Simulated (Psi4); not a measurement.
# SiPH3F− (SMILES F[SiH-]P) at SCS-DLPNO-MP2/jun-cc-pVDZ (density fitting, density fitting for correlation, pno convergence normal)

Aim: the energy change on altering one bond length of SiPH3F− at SCS-DLPNO-MP2/jun-cc-pVDZ (density fitting, density fitting for correlation, pno convergence normal), from 2 runs. 

The calculation is run with Psi4 1.11.

4 further runs of the same task are left out: 4 set aside as unsound or not needed.

## (1) The molecule

The species is SiPH3F− (6 atoms), meant as a singlet with charge -1. As SMILES, `F[SiH-]P`. The shape is that of a GFN2-xTB optimisation. This is one conformer, not always the lowest.

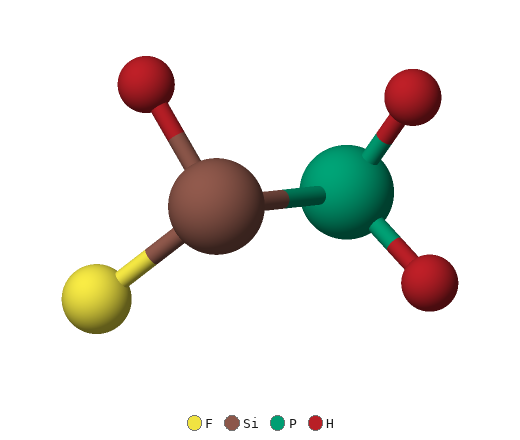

Viewed from a chosen angle; fluorine yellow, silicon brown, phosphorus teal, hydrogen red.

## (2) A single-point energy at SCS-DLPNO-MP2/jun-cc-pVDZ (density fitting, density fitting for correlation, pno convergence normal)

Contents of job.dat:

```
memory 1600 MB

molecule {
  -1 1
  F
  Si 1 1.692615
  P 2 2.254302 1 103.00065
  H 2 1.510708 1 93.39639 3 95.90039
  H 3 1.374981 2 89.33693 4 73.82574
  H 3 1.377626 5 91.44216 2 -94.08693
  symmetry c1
}

set globals {
  basis           jun-cc-pVDZ
  pno_convergence normal
  scf_type        df
}

e_tot, wfn = energy('scs-dlpno-mp2', return_wfn=True)
print_variables()
```

Started as:

```console
$ psi4 -n 1 job.dat job.out
```

job.out:

```text
[...]
  Running in c1 symmetry.
[...]
  Nuclear repulsion =  141.611037277251370
[...]
  Multiplicity = 1
[...]
  Nalpha       = 21
  Nbeta        = 21
[...]
    Number of basis functions: 77
[...]
   @DF-RHF iter   1:  -730.80800994767390   -6.74812e-01   5.10349e-03 ADIIS/DIIS
[...]
    Orbital Energies [Eh]
    ---------------------
    Doubly Occupied:
       1A    -79.750227     2A    -68.593460     3A    -26.065833
       4A     -7.297437     5A     -5.935834     6A     -5.191764
       7A     -5.190859     8A     -5.189756     9A     -4.040960
      10A     -4.039616    11A     -4.038042    12A     -1.351145
      13A     -0.686948    14A     -0.521100    15A     -0.438165
      16A     -0.433411    17A     -0.373078    18A     -0.343910
      19A     -0.248570    20A     -0.207655    21A     -0.077863
[...]
  @DF-RHF Final Energy:  -730.90284631759312
   => Energetics <=
    Nuclear Repulsion Energy =            141.6110372772513699
    One-Electron Energy =               -1304.9965019220576323
    Two-Electron Energy =                 432.4826183272131175
    Total Energy =                       -730.9028463175931165
[...]
 Multipole Moments:
 ------------------------------------------------------------------------------------
     Multipole            Electronic (a.u.)      Nuclear  (a.u.)        Total (a.u.)
 ------------------------------------------------------------------------------------
 L = 1.  Multiply by 2.5417464519 to convert [e a0] to [Debye]
 Dipole X            :         -0.3284466            0.3904911            0.0620445
 Dipole Y            :         -0.0092043           -0.8289532           -0.8381575
 Dipole Z            :         -3.6389217            3.7984391            0.1595174
 Magnitude           :                                                    0.8554551
[...]
  @LMP2 iter   7:  -0.439068699926 -4.463e-09  9.012e-07
[...]
```

It took 4.2 s on 1 thread of Intel Xeon at 2.60GHz (Ice Lake), shared host; peak memory 0.27 GiB.

## (3) The distorted shape at the same level

Contents of fh3psi.sdf:

```

     RDKit          3D

  6  4  0  0  0  0  0  0  0  0999 V2000
   -1.7219   -1.9144    1.1304 F   0  0  0  0  0  0  0  0  0  0  0  0
   -0.7944   -0.4777   -0.5101 Si  0  0  0  0  0  4  0  0  0  0  0  0
    0.7966    0.6372    0.6334 P   0  0  0  0  0  5  0  0  0  0  0  0
    0.1429   -1.5383   -1.0382 H   0  0  0  0  0  0  0  0  0  0  0  0
    1.2902    1.1201   -0.5556 H   0  0  0  0  0  0  0  0  0  0  0  0
    0.0215    1.7626    0.8088 H   0  0  0  0  0  0  0  0  0  0  0  0
  3  2  3  0
  4  2  1  0
  5  3  1  0
  6  3  1  0
M  CHG  1   1  -1
M  END
$$$$
```

Contents of run.py:

```python
import psi4
from rdkit import Chem

psi4.set_memory('1600 MB')
psi4.set_num_threads(1)
psi4.set_output_file('psi4.out', False)

rd = Chem.SDMolSupplier('fh3psi.sdf', removeHs=False, sanitize=False)[0]
xyz = rd.GetConformer().GetPositions()
atoms = '\n'.join(f'{a.GetSymbol()} {x:.4f} {y:.4f} {z:.4f}' for a, (x, y, z) in zip(rd.GetAtoms(), xyz))
geom = psi4.geometry('-1 1\n' + atoms + '\nsymmetry c1')

psi4.set_options({
    'pno_convergence': 'normal',
    'scf_type': 'df',
})

E = psi4.energy("scs-dlpno-mp2/jun-cc-pVDZ")
print(f'scs-dlpno-mp2/jun-cc-pVDZ energy: {E:.10f} Eh')
for k, v in sorted(psi4.core.scalar_variables().items()):
    print(f'{k:45s} {v:18.10f}')
```

Started as:

```console
$ python run.py
```

psi4.out:

```text
[...]
  Running in c1 symmetry.
[...]
  Nuclear repulsion =  126.404341070921333
[...]
  Multiplicity = 1
[...]
  Nalpha       = 21
  Nbeta        = 21
[...]
    Number of basis functions: 77
[...]
   @DF-RHF iter   1:  -730.72094284453044   -9.72366e-01   6.39762e-03 DIIS/ADIIS
[...]
    Orbital Energies [Eh]
    ---------------------
    Doubly Occupied:
       1A    -79.777268     2A    -68.634557     3A    -25.966510
       4A     -7.324070     5A     -5.974788     6A     -5.218267
       7A     -5.217382     8A     -5.216372     9A     -4.077777
      10A     -4.077330    11A     -4.075874    12A     -1.199902
      13A     -0.712625    14A     -0.470384    15A     -0.382974
      16A     -0.304847    17A     -0.304344    18A     -0.292923
      19A     -0.273211    20A     -0.240908    21A     -0.122591
[...]
  @DF-RHF Final Energy:  -730.85488240633367
   => Energetics <=
    Nuclear Repulsion Energy =            126.4043410709213333
    One-Electron Energy =               -1274.7886368572487754
    Two-Electron Energy =                 417.5294133799936276
    Total Energy =                       -730.8548824063336724
[...]
 Multipole Moments:
 ------------------------------------------------------------------------------------
     Multipole            Electronic (a.u.)      Nuclear  (a.u.)        Total (a.u.)
 ------------------------------------------------------------------------------------
 L = 1.  Multiply by 2.5417464519 to convert [e a0] to [Debye]
 Dipole X            :         -1.1247038            2.5830237            1.4583200
 Dipole Y            :         -1.2155113            2.8130180            1.5975067
 Dipole Z            :          1.9682705           -2.7082791           -0.7400086
 Magnitude           :                                                    2.2861185
[...]
  @LMP2 iter   8:  -0.446269109854 -1.917e-09  6.992e-07
[...]
```

The script printed:

```text
scs-dlpno-mp2/jun-cc-pVDZ energy: -731.2978032561 Eh
CURRENT CORRELATION ENERGY                         -0.4429208498
CURRENT ENERGY                                   -731.2978032561
CURRENT REFERENCE ENERGY                         -730.8548824063
CUSTOM SCS-MP2 CORRELATION ENERGY                  -0.4429208498
CUSTOM SCS-MP2 TOTAL ENERGY                      -731.2978032561
DD SOLVATION ENERGY                                 0.0000000000
HF KINETIC ENERGY                                 730.7043286402
HF POTENTIAL ENERGY                             -1461.5592110465
HF TOTAL ENERGY                                  -730.8548824063
HF VIRIAL RATIO                                     2.0002060392
MP2 CORRELATION ENERGY                             -0.4462815898
MP2 DOUBLES ENERGY                                 -0.4462815898
MP2 OPPOSITE-SPIN CORRELATION ENERGY               -0.3394149185
MP2 SAME-SPIN CORRELATION ENERGY                   -0.1068688429
MP2 SINGLES ENERGY                                  0.0000000000
MP2 TOTAL ENERGY                                 -731.3011639962
NUCLEAR REPULSION ENERGY                          126.4043410709
ONE-ELECTRON ENERGY                             -1274.7886368572
PCM POLARIZATION ENERGY                             0.0000000000
PE ENERGY                                           0.0000000000
SCF ITERATION ENERGY                             -730.8548824063
SCF ITERATIONS                                     13.0000000000
SCF TOTAL ENERGY                                 -730.8548824063
SCS-MP2 CORRELATION ENERGY                         -0.4429208498
SCS-MP2 TOTAL ENERGY                             -731.2978032561
TWO-ELECTRON ENERGY                               417.5294133800
```

Wall time 4.2 s (1 thread of Intel Xeon at 2.60GHz (Ice Lake), shared host); peak memory 0.3 GiB.

## (4) Outcome

Level: SCS-DLPNO-MP2/jun-cc-pVDZ (density fitting, density fitting for correlation, pno convergence normal).

```
                                                              quantity          value
                                             first shape: total energy  -731.33793 Eh
                      first shape: HOMO energy (Hartree–Fock orbitals)       -2.12 eV
                      first shape: LUMO energy (Hartree–Fock orbitals)        4.51 eV
    first shape: HOMO–LUMO gap (to an unbound level, set by the basis)        6.63 eV
                                       first shape: correlation energy     -435.1 mEh
                                         distorted shape: total energy  -731.29780 Eh
                  distorted shape: HOMO energy (Hartree–Fock orbitals)       -3.34 eV
                  distorted shape: LUMO energy (Hartree–Fock orbitals)        4.34 eV
distorted shape: HOMO–LUMO gap (to an unbound level, set by the basis)        7.68 eV
                                   distorted shape: correlation energy     -442.9 mEh
    energy change with the F1–Si2 bond stretched from 1.693 to 2.370 Å       1.092 eV
```

What this shows: With the F1–Si2 bond stretched from 1.693 to 2.370 Å the energy rises by 1.09 eV (105 kJ/mol). The first shape isn't relaxed at this level, so the change isn't measured from a minimum.
